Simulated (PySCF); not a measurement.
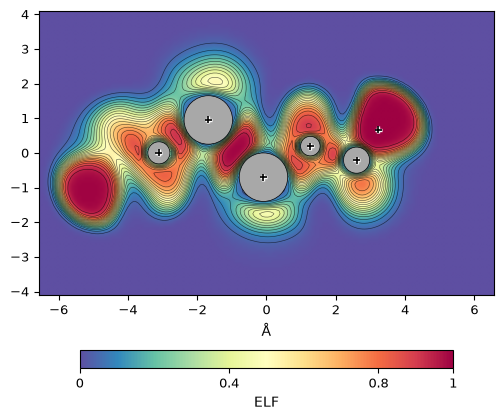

The electron localisation function on a plane through atoms (crosses mark nuclei in the plane; grey discs cover the cores).

These are results of PySCF, PBE0/pcSseg-1, SCF density, gas phase, non-relativistic, not measurements.

Candidates:
A. C3H8N2OSi2
B. C5H18Si4 (SMILES [SiH3][SiH2][SiH2][SiH2]C1CCCC1)
C. C7H13ClOSi (SMILES C[SiH2]/C=C(/Cl)C(=O)C(C)C)

Which candidate gave the map?

Candidate A: C3H8N2OSi2 on the plane of atoms N2, Si3 and Si4, which holds N, Si, O, C and H. C–O (1.40 Å): the ELF peaks at about 0.90 between the atoms, as expected for a polar covalent bond. Si–O (1.62 Å): the ELF peaks at about 0.85 between the atoms; a polar covalent bond.
